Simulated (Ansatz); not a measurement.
# What La3InB (Pm-3m) distorts into

Wanted: the energy along a soft mode of La3InB (Pm-3m) and the structure at the end.

Program: Ansatz 0.2.0. Level of theory: DFT PBEsol, scalar-relativistic, plane waves, PAW; PAW set soft_1. Results are calculated unless marked as measured.

### Step 1. Set-up

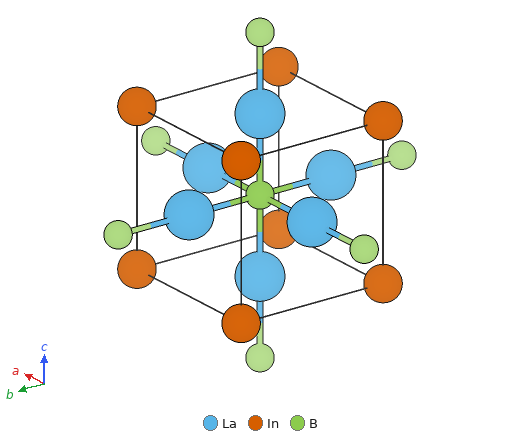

The starting structure, seen from a free direction (lanthanum blue, indium orange, boron green). Some periodic images of atoms are drawn too.

As a file:

```cif
data_structure
_symmetry_space_group_name_H-M 'P 1'
_symmetry_Int_Tables_number 1
_cell_length_a 5.2473
_cell_length_b 5.2473
_cell_length_c 5.2473
_cell_angle_alpha 90.000
_cell_angle_beta 90.000
_cell_angle_gamma 90.000
_cell_volume 144.48
loop_
_atom_site_label
_atom_site_type_symbol
_atom_site_fract_x
_atom_site_fract_y
_atom_site_fract_z
_atom_site_occupancy
La1 La 0.50000 0.00000 0.50000 1
La2 La 0.50000 0.50000 0.00000 1
La3 La 0.00000 0.50000 0.50000 1
In4 In 0.00000 0.00000 0.00000 1
B5 B 0.50000 0.50000 0.50000 1
```

### Step 2. Response at finite wavevector

The cell comes from relaxations at this level that are not shown. Stability and thermal properties need the whole zone. Linear response on a 2×2×2 q mesh gives force constants as far as a supercell of that size would.

Contents of input.yaml:

```yaml
crystal:
  lattice:
    - [5.2472787968, 0.0, 0.0]
    - [0.0, 5.2472787968, 0.0]
    - [0.0, 0.0, 5.2472787968]
  atoms:
    - { symbol: La, position: [0.5, 0.0, 0.5] }
    - { symbol: La, position: [0.5, 0.5, 0.0] }
    - { symbol: La, position: [0.0, 0.5, 0.5] }
    - { symbol: In, position: [0.0, 0.0, 0.0] }
    - { symbol: B, position: [0.5, 0.5, 0.5] }
kpoints:
  mp_grid: { grid: [8, 8, 8] }
hamiltonian:
  xc: pbesol
  pseudopotentials: { kind: paw, azcp: { folder: soft_1 }, xc_functional: pbe }
scf:
  occupations: { method: methfessel_paxton, width: 0.2 }
output:
  eigenvalues: true
phonons:
  method: dfpt
  qmesh: [2, 2, 2]
  temperatures: { t_max: 1000, t_step: 50 }
  qpath:
    path:
      - [[0.0, 0.0, 0.0], [0.0, 0.5, 0.0], [0.5, 0.5, 0.0], [0.0, 0.0, 0.0], [0.5, 0.5, 0.5], [0.0, 0.5, 0.0]]
      - [[0.5, 0.5, 0.5], [0.5, 0.5, 0.0]]
    npoints: 10
```

Run with:

```
ansatz run input.yaml --threads 4 --pin off --max-ram 10240MiB --backend cpu --events-out ev --progress --plain --runs-dir out
```

Numbers of over 12 decimals in the logs are rounded to 6 here.

Output:

```text
Engine: ansatz 0.2.0, x86_64-unknown-linux-gnu
Pseudopotentials: kind: paw
Pseudopotential: La, paw, valence charge 11, recommended cutoff 420 eV (normal), soft_1/La.paw.azcp
Pseudopotential: In, paw, valence charge 13, recommended cutoff 420 eV (normal), soft_1/In.paw.azcp
Pseudopotential: B, paw, valence charge 3, recommended cutoff 420 eV (normal), soft_1/B.paw.azcp
Functional definition: PBEsol
  exchange = pbesol_x
  correlation = pbesol_c
Crystal: 5 atoms, lattice volume = 144.478 Å³
Basis set: ecut = 420 eV, 2801 PW (Γ), exchange–correlation on 72×72×72 points (8 copies of the dense FFT grid, shifted against one another)
Bands: 30, of which v1, the nominal top of the filled ones, is band 25 counted from 1 (24 counted from 0)
Symmetry: 48 space group operations
k-points: 35 of 512
Non-local potential: La, projectors of the file, l = 0: 3, l = 1: 2, l = 2: 2, l = 3: 3
Non-local potential: In, projectors of the file, l = 0: 2, l = 1: 2, l = 2: 2, l = 3: 1
Non-local potential: B, projectors of the file, l = 0: 2, l = 1: 2, l = 2: 1
PAW form: soft (Blöchl's): semilocal exchange-correlation on the pseudo side does not see the compensation charge
PAW frozen core: La, regenerated for the run's functional, and the local potential with it (the file was generated under x = pbe(κ = 0.804, μ = 0.219515), c = pbe(β = 0.066725))
PAW frozen core: In, regenerated for the run's functional, and the local potential with it (the file was generated under x = pbe(κ = 0.804, μ = 0.219515), c = pbe(β = 0.066725))
PAW frozen core: B, regenerated for the run's functional, and the local potential with it (the file was generated under x = pbe(κ = 0.804, μ = 0.219515), c = pbe(β = 0.066725))
PAW one-centre angular grid: La, 590 points (default); XC on 64 Gauss nodes
PAW one-centre angular grid: In, 590 points (default); XC on 64 Gauss nodes
PAW one-centre angular grid: B, 110 points (default); XC on 64 Gauss nodes
Initial density: superposition of atomic densities (chi_scale 0.1, normalization cell, long waves kept (reshape's long-wave potential 0.00 eV rms))
Initial wavefunctions: pseudopotential atomic-orbital guess
Functional: x = pbesol(κ = 0.804, μ = 0.123457), c = pbesol(β = 0.046)
SCF iter   1: F=—  HF=-24168.975786 eV  |F-HF|=—  |Δ(HF+E_count)|=         —  Δρ=6.98e-2  dr2=2.87e1  ethr=3.10e-3  ⟨swp⟩=4.9  Hψ=4930  notcnv=0
preconditioner: auto → Kerker (q_TF=auto, 2.278 Å⁻¹)  [metal: Δε(μ)=0.012 eV  Ē_g=10.939 eV  σ=0.200 eV  W_gap=0.05  n_scr=26 (ndim 8)  ℏωp=20.3 eV  f_vac=0.000  D(μ)=7.02/eV (n_scr^D=80)]
SCF iter   2: F=—  HF=-24164.165746 eV  |F-HF|=—  |Δ(HF+E_count)|=    4.81e0  S|Δr|=    0.00e0  Δρ=2.50e-2  dr2=4.17e0  ethr=3.10e-3  ⟨swp⟩=3.9  Hψ=2390  notcnv=0  defer=6
SCF iter   3: F=—  HF=-24163.371480 eV  |F-HF|=—  |Δ(HF+E_count)|=   7.94e-1  S|Δr|=    0.00e0  Δρ=1.06e-2  dr2=4.45e-1  ethr=3.10e-3  ⟨swp⟩=3.0  Hψ=1869  notcnv=0  defer=5
SCF iter   4: F=—  HF=-24163.261885 eV  |F-HF|=—  |Δ(HF+E_count)|=   1.10e-1  S|Δr|=    0.00e0  Δρ=1.84e-3  dr2=9.85e-3  ethr=9.09e-4  ⟨swp⟩=5.2  Hψ=7367  notcnv=0
automatic band count: the SCF goes on with 35 bands, as 30 were too few: they end inside the smearing window of the response
SCF iter   5: F=—  HF=-24163.260317 eV  |F-HF|=—  |Δ(HF+E_count)|=   1.57e-3  S|Δr|=    0.00e0  Δρ=6.25e-4  dr2=9.24e-4  ethr=2.01e-5  ⟨swp⟩=2.0  Hψ=2337  notcnv=0
SCF iter   6: F=—  HF=-24163.260255 eV  |F-HF|=—  |Δ(HF+E_count)|=   6.19e-5  S|Δr|=    0.00e0  Δρ=2.33e-4  dr2=9.81e-5  ethr=1.88e-6  ⟨swp⟩=2.0  Hψ=1475  notcnv=0
SCF iter   7: F=—  HF=-24163.260227 eV  |F-HF|=—  |Δ(HF+E_count)|=   2.82e-5  S|Δr|=    0.00e0  Δρ=6.68e-5  dr2=9.23e-6  ethr=2.00e-7  ⟨swp⟩=2.0  Hψ=1408  notcnv=0
SCF iter   8: F=—  HF=-24163.260223 eV  |F-HF|=—  |Δ(HF+E_count)|=   3.67e-6  S|Δr|=    0.00e0  Δρ=2.50e-5  dr2=3.35e-6  ethr=1.88e-8  ⟨swp⟩=2.0  Hψ=1553  notcnv=0
SCF iter   9: F=—  HF=-24163.260225 eV  |F-HF|=—  |Δ(HF+E_count)|=   1.62e-6  S|Δr|=    0.00e0  Δρ=6.45e-6  dr2=6.88e-8  ethr=6.83e-9  ⟨swp⟩=2.0  Hψ=1295  notcnv=0
SCF iter  10: F=—  HF=-24163.260225 eV  |F-HF|=—  |Δ(HF+E_count)|=   4.53e-9  S|Δr|=    0.00e0  Δρ=1.79e-6  dr2=1.56e-8  ethr=1.40e-10  ⟨swp⟩=2.0  Hψ=1944  notcnv=0
SCF iter  11: F=—  HF=-24163.260225 eV  |F-HF|=—  |Δ(HF+E_count)|=   1.78e-9  S|Δr|=    0.00e0  Δρ=2.31e-7  dr2=1.06e-10  ethr=3.19e-11  ⟨swp⟩=2.0  Hψ=1306  notcnv=0
SCF iter  12: F=-24163.260225 eV  HF=-24163.260225 eV  |F-HF|=3.64e-12  |Δ(HF+E_count)|=  3.64e-12  S|Δr|=    0.00e0  Δρ=6.26e-8  dr2=4.92e-12  ethr=1.00e-12  ⟨swp⟩=16.7  Hψ=8141  notcnv=0
SCF 1 converged in 12 iterations: F = -24163.260225 eV  dr2 = 4.92e-12
  greatest PAW one-centre occupation: 0.980 electrons in one spin orbital (limit 2), on the In atom at site 3 (counted from 0), in its partial waves of l = 2
phonons: the bands overlap, so this run is a metal and interpolates without the dipole-dipole term. If the crystal is really an insulator or semiconductor, its LO-TO splitting is missing
NSCF: frozen V_eff on 35 k-points
NSCF: frozen V_eff on 125 k-points
DFPT response loops at q = (0, 0, 0) (fractional): preconditioner auto → Kerker (q_TF=auto, 2.278 Å⁻¹) (partly filled bands, converged f_vac=0.000); β = 1.00, the filter's whole step (`scf.mixing.beta` (0.50) is not read by the response loops under this deck's `scf.mixing.preconditioner`; to damp them name `kerker` or `kerker_dos`, under which they read `scf.mixing.beta`, and type it under 1.00, their step now; both keys bind the ground state too); Broyden in place of MSR1
NSCF: frozen V_eff on 250 k-points
DFPT response loops at q = (0, 0, -0.5) (fractional): mixed as the last ones told, above
NSCF: frozen V_eff on 250 k-points
DFPT response loops at q = (0, -0.5, -0.5) (fractional): mixed as the last ones told, above
NSCF: frozen V_eff on 250 k-points
DFPT response loops at q = (-0.5, -0.5, -0.5) (fractional): mixed as the last ones told, above
SCF converged after 12 iterations
Stability not checked: this state was not tested for a lower state beside it, because cold or Methfessel-Paxton smearing, or corrected tetrahedra, fill the levels in a way that the test cannot read (fill_not_monotonic; see scf.lower_state_search)
Free energy (F): -24163.260225 eV
Harris-Foulkes:  -24163.260225 eV  (|F-HF|=3.64e-12)
Internal energy: -24163.255790 eV  (E = F + TS)
E sigma→0 (E₀):  -24163.259116 eV
Entropy (-TS):   -0.004435 eV (-0.887 meV/atom)
Fermi energy:    10.105597 eV
--- Per-component energies (eV) ---
  E_band       = -147.162896
  E_kinetic    = 823.425759
  E_local      = -2107.724151  (includes V_loc(G=0)·N_el)
  E_nonlocal   = 603.902491
  E_hartree    = 797.859638
  E_xc         = -599.406350
  E_vxc        = -561.576014  (∫ρ·V_xc dr)
  E_paw        = -20197.967827  (= ΣΔE_a)
  E_vpaw       = -500.910402  (= ΣTr[D̂ρ^β])
  E_aug_tail   = 0.000143  (compensation charges beyond the density's cutoff)
  E_ewald      = -3484.103216
  E_core_change = 0.757723  (= ΣΔE_core)
  E_smearing   = -0.004435  (= −TS)
  E_closure    = -0.000000  (closes the sum)
  Σ components = -24163.260225   (vs F -24163.260225, Δ=0.00e0)
--- Band table (eV; the first three rows and the last of 35) ---
  k-point 0: bands = [... 21 lower, 9.7628, 9.7628, 9.7628, 11.0660, 11.0660, 11.0660, 11.2471, 11.2471, ... 6 higher]
  k-point 1: bands = [... 21 lower, 9.7716, 9.7973, 9.8698, 10.7531, 10.9828, 10.9828, 11.1176, 11.2962, ... 6 higher]
  k-point 2: bands = [... 21 lower, 9.7912, 9.8885, 9.9377, 10.2515, 10.7531, 10.7531, 11.1825, 11.5226, ... 6 higher]
  k-point 34: bands = [... 21 lower, 7.6367, 10.5696, 10.5696, 10.5696, 11.7760, 11.7760, 11.7760, 11.9281, ... 6 higher]
--- Phonons (Γ-DFPT): 4 representative perturbations + reference (Σ response iterations 13) ---
  ASR residual: 4.666e-5 → 0.000e0 eV/Å²; symmetrization residual: 2.239e-6 eV/Å²
  ASR residual per site (eV/Å²): 2.86e-5 2.86e-5 2.86e-5 1.03e-5 4.67e-5
  Γ frequencies (cm⁻¹): -118.01 -118.01 -118.01 -59.91 -59.91 -59.91 0.00 0.00 0.00 66.96 66.96 66.96 161.96 161.96 161.96
--- Phonons (arbitrary-q DFPT): 4 irreducible q on the 2×2×2 mesh ---
  q = [0.0000, 0.0000, 0.0000] (star 1, of the zone-centre solve; hermiticity 6.29e-7, symmetrization 7.35e-12): -118.01 -118.01 -118.01 -59.91 -59.91 -59.91 -0.00 -0.00 0.00 66.96 66.96 66.96 161.96 161.96 161.96
  q = [0.0000, 0.0000, -0.5000] (star 3, 9 solved perturbations in 975 linear systems a pass and spin channel, the states on 125 of 512 k-point pairs; hermiticity 3.34e-7, symmetrization 6.23e-8): -12.61 -12.61 36.81 41.96 41.96 72.80 72.80 73.00 78.09 82.87 82.87 142.90 305.23 305.23 329.73
  q = [0.0000, -0.5000, -0.5000] (star 3, 9 solved perturbations in 975 linear systems a pass and spin channel, the states on 125 of 512 k-point pairs; hermiticity 3.44e-7, symmetrization 3.03e-8): 18.34 53.62 53.62 61.91 61.91 69.83 69.99 69.99 78.86 89.22 130.90 144.85 349.51 361.79 361.79
  q = [-0.5000, -0.5000, -0.5000] (star 1, 4 solved perturbations in 350 linear systems a pass and spin channel, the states on 125 of 512 k-point pairs; hermiticity 4.23e-7, symmetrization 5.82e-9): -3.70 -3.70 -3.70 53.97 53.97 53.97 95.68 95.68 95.68 128.07 128.07 166.23 410.30 410.30 410.30
  sum rule: each row above includes the acoustic sum rule's correction from the zone centre's row sums; it moved no ω² by more than (1.08 cm⁻¹)²
  mesh force constants: q→R imaginary residual 1.96e-18; ASR residual 4.666e-5 → 0.000e0 eV/Å²; symmetrization residual 1.066e-14 eV/Å²
  interpolated dispersion: 62 rows × 15 modes
  density of states and harmonic sums: on the 12×12×12 q-mesh, interpolated from the force constants of a 2×2×2 supercell (no non-analytic term)
  largest difference from the sums on the solved wave vectors: F 3.93e-1 eV, S 5.07e-4 and C_V 1.14e-4 eV/K
  zero-point energy: 0.108801 eV/cell   skipped modes (ω ≤ 0): 101, of them read as no rigid motion or as one in doubt: 98 (9.253e-1 modes/cell left out, lowest -118.01 cm⁻¹)   left out of the sums: 6.18e-2 of the cell's modes: C_V's classical limit lies that fraction below 3 k_B per atom; for a crystal, a wire or a layer, F and S can be off by more, and a phonons.interpolated_qmesh denser along its periods is the remedy for the sampling
```

Elapsed: 4.7 min, on 4 threads of AMD EPYC 9B14 (Zen 4), shared host; peak memory 2.1 GiB; 18 min of CPU time.

The column dr2 measures how far the density is from self-consistency, as an energy; F and HF (Harris–Foulkes) agree once it is small.

Numbers from this step:

```
volume per atom                                         : 28.90 Å³
gap on the k-mesh                                       : 0 eV
sum-rule residual before enforcement                    : 4.67e-5 eV/Å²
lowest frequency on the path                            : -118.0 cm⁻¹
point group                                             : m-3m
highest frequency on the path or at a solved wavevector : 410.3 cm⁻¹
highest optical mode at the zone centre (no LO-TO term) : 162.0 cm⁻¹
lowest optical zone-centre mode                         : -118.0 cm⁻¹
lowest mode on the q mesh (acoustic modes at Γ apart)   : -118.0 cm⁻¹
```

Frequencies (cm⁻¹) solved at each irreducible wavevector; negative means imaginary. Frequencies by wavevector, by row:

```
q in reciprocal lattice units  star  mode 1  mode 2  mode 3  mode 4  mode 13  mode 14  mode 15
                        0 0 0     1    -118    -118    -118   -59.9      162      162      162
                     0 0 -0.5     3   -12.6   -12.6    36.8      42    305.2    305.2    329.7
                  0 -0.5 -0.5     3    18.3    53.6    53.6    61.9    349.5    361.8    361.8
               -0.5 -0.5 -0.5     1    -3.7    -3.7    -3.7      54    410.3    410.3    410.3
```

Interpolated from a 2×2×2 q mesh. Phonon branches along the path, in cm⁻¹:

```
    point  branch 1  branch 2  branch 3  branch 4  branch 12  branch 13  branch 14  branch 15
        Γ      -118      -118      -118       -60         67        162        162        162
        X       -13       -13        37        42        143        305        305        330
        M        18        54        54        62        145        350        362        362
        Γ      -118      -118      -118       -60         67        162        162        162
        R        -4        -4        -4        54        166        410        410        410
        X       -13       -13        37        42        143        305        305        330
jump to R        -4        -4        -4        54        166        410        410        410
        M        18        54        54        62        145        350        362        362
```

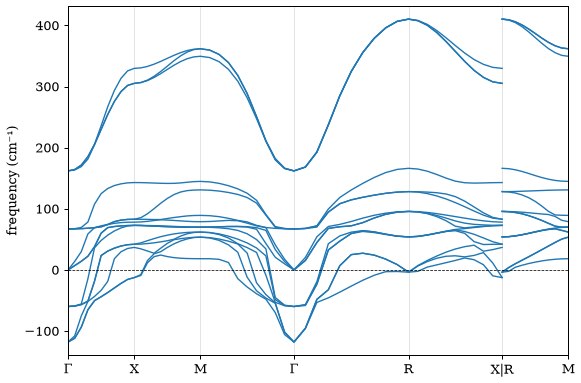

Phonon branches along the path.

Symmetry leaves 4 wavevectors to solve. The lowest mode among them, the acoustic zeros apart, lies at Γ and is imaginary, 118.0i cm⁻¹, so the energy falls along it.

### Step 3. The mode frozen in, largest atomic shift 0 Å

The mode followed lies at Γ with frequency 59.9i cm⁻¹ and is 3-fold degenerate, one of the unstable modes though not the softest. At small amplitude the distorted cell has space group no. 155 by a symmetry search on the positions. The undistorted cell that holds it gives the zero of energy on the same k mesh.

input.yaml, the sections that differ from step 2:

```yaml
output:
  forces: true
  stress: true
  eigenvalues: true
# crystal, kpoints, hamiltonian, scf: as in step 2
# phonons: removed
```

Output:

```text
[...]
Crystal: 5 atoms, lattice volume = 144.478 Å³
Basis set: ecut = 420 eV, 2801 PW (Γ), exchange–correlation on 72×72×72 points (8 copies of the dense FFT grid, shifted against one another)
Bands: 30, of which v1, the nominal top of the filled ones, is band 25 counted from 1 (24 counted from 0)
Symmetry: 48 space group operations
[...]
k-points: 35 of 512
[...]
k-point 0: bands = [... 21 lower, 9.7628, 9.7628, 9.7628, 11.0659, 11.0659, 11.0659, 11.2471, 11.2471, ... 1 higher]
  k-point 1: bands = [... 21 lower, 9.7716, 9.7973, 9.8698, 10.7531, 10.9828, 10.9828, 11.1177, 11.2962, ... 1 higher]
  k-point 2: bands = [... 21 lower, 9.7912, 9.8885, 9.9377, 10.2515, 10.7531, 10.7531, 11.1825, 11.5226, ... 1 higher]
  k-point 34: bands = [... 21 lower, 7.6367, 10.5696, 10.5696, 10.5696, 11.7760, 11.7760, 11.7760, 11.9281, ... 1 higher]
[key lines of the parts left out:]
SCF converged after 10 iterations
Free energy (F): -24163.260225 eV
Fermi energy:    10.105594 eV
P = ⅓ Tr σ = -0.0001 GPa (-0.001 kbar)
```

It took 2.1 s on 4 threads; peak memory 0.6 GiB.

Numbers from this step:

```yaml
pressure: -1.25e-4 GPa
energy_from_the_undistorted_cell: 0 meV/atom
```

The run ends at a pressure of 0.00 GPa.

### Step 4. The mode frozen in, largest atomic shift 0.22 Å

The atoms are moved along the unstable eigenvector, the largest shift by 0.22 Å, with the cell fixed.

input.yaml, the sections that differ from step 3:

```yaml
crystal:
  lattice:
    - [5.2472787968, 0.0, 0.0]
    - [0.0, 5.2472787968, 0.0]
    - [0.0, 0.0, 5.2472787968]
  atoms:
    - { symbol: La, position: [0.5296465078, 0.0, 0.5296465078] }
    - { symbol: La, position: [0.4703534922, 0.4703534922, 0.0] }
    - { symbol: La, position: [0.0, 0.5296465078, 0.4703534922] }
    - { symbol: In, position: [0.0, 0.0, 0.0] }
    - { symbol: B, position: [0.5, 0.5, 0.5] }
# kpoints, hamiltonian, scf, output: as in step 3
```

Output:

```text
[...]
Crystal: 5 atoms, lattice volume = 144.478 Å³
Basis set: ecut = 420 eV, 2801 PW (Γ), exchange–correlation on 72×72×72 points (8 copies of the dense FFT grid, shifted against one another)
Bands: 30, of which v1, the nominal top of the filled ones, is band 25 counted from 1 (24 counted from 0)
Symmetry: 6 space group operations
[...]
k-points: 65 of 512 (time reversal used)
[...]
k-point 0: bands = [... 21 lower, 9.8310, 9.8333, 9.8333, 10.9874, 11.1229, 11.1229, 11.1635, 11.2969, ... 1 higher]
  k-point 1: bands = [... 21 lower, 9.7368, 9.9024, 10.0200, 10.7114, 10.9299, 11.0494, 11.1645, 11.2354, ... 1 higher]
  k-point 2: bands = [... 21 lower, 9.7089, 9.9135, 10.0199, 10.3630, 10.7639, 10.9219, 11.2202, 11.3878, ... 1 higher]
  k-point 64: bands = [... 21 lower, 7.7342, 10.5486, 10.5774, 10.5774, 11.5625, 11.5625, 11.8258, 11.8387, ... 1 higher]
[key lines of the parts left out:]
SCF converged after 9 iterations
Free energy (F): -24163.305171 eV
Fermi energy:    10.131197 eV
P = ⅓ Tr σ = -0.5053 GPa (-5.053 kbar)
```

Run time: 5.9 s. Hardware: 4 threads; peak memory 0.62 GiB; 23 s of CPU time.

This step gave:

* pressure: -0.5053 GPa
* energy from the undistorted cell: -9.156 meV/atom

The energy, extrapolated to zero smearing, is -9.16 meV/atom against the undistorted cell.

The run ends at a pressure of -0.51 GPa, with forces up to 0.052 eV/Å.

### Step 5. Energy along the mode, all amplitudes (two of the runs are shown above)

An imaginary frequency means negative curvature, so the energy should fall and then rise again as anharmonic terms take over.

Numbers from this step:

| Item | Value |
| --- | --- |
| depth at the lowest point sampled | 9.156 meV/atom |
| largest atomic shift at that point | 0.22 Å |

The energy from the parent by largest atomic shift:

```
largest atomic shift (Å)  energy from the parent (meV/atom)
                   0.000                                  0
                   0.040                             -0.854
                   0.080                              -3.17
                   0.140                              -7.50
                   0.220                              -9.16
                   0.320                               2.65
                   0.450                               50.2
```

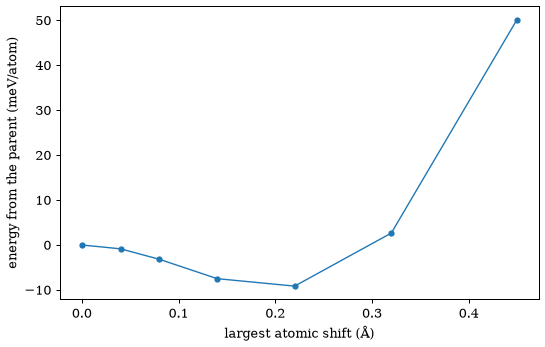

Energy from the parent against largest atomic shift.

Displacement at unit largest shift by atom:

```
atom   x (Å)   y (Å)   z (Å)   size
 La1   0.707   0.000   0.707  1.000
 La2  -0.707  -0.707   0.000  1.000
 La3   0.000   0.707  -0.707  1.000
 In4   0.000   0.000   0.000  0.000
  B5   0.000   0.000   0.000  0.000
```

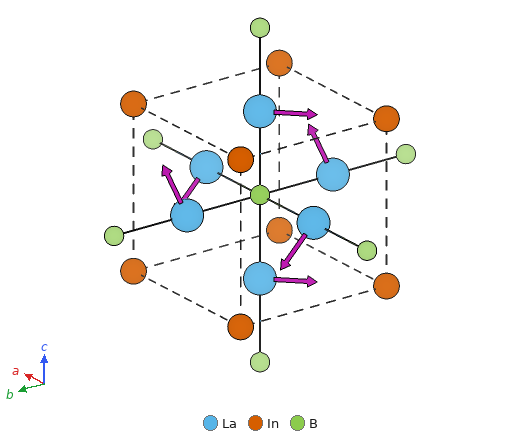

Displacement at unit largest shift as arrows, the longest 1.000 Å. Some periodic images of atoms are drawn too.

The lowest of the steps tried is at 0.22 Å, 9.16 meV/atom below the parent; the bottom of the well need not coincide with a step.

(Continued in part 2 of 2.)

[Logs are printed without paths, hosts, clocks, repeated set-up lines and the standing remarks that a program may print on its own settings, such as how far it seeks lower states.]

[Hosts, paths, dates, database ids (printed as entryN), source tags and the programs' standing remarks are cut or masked in the printed files.]
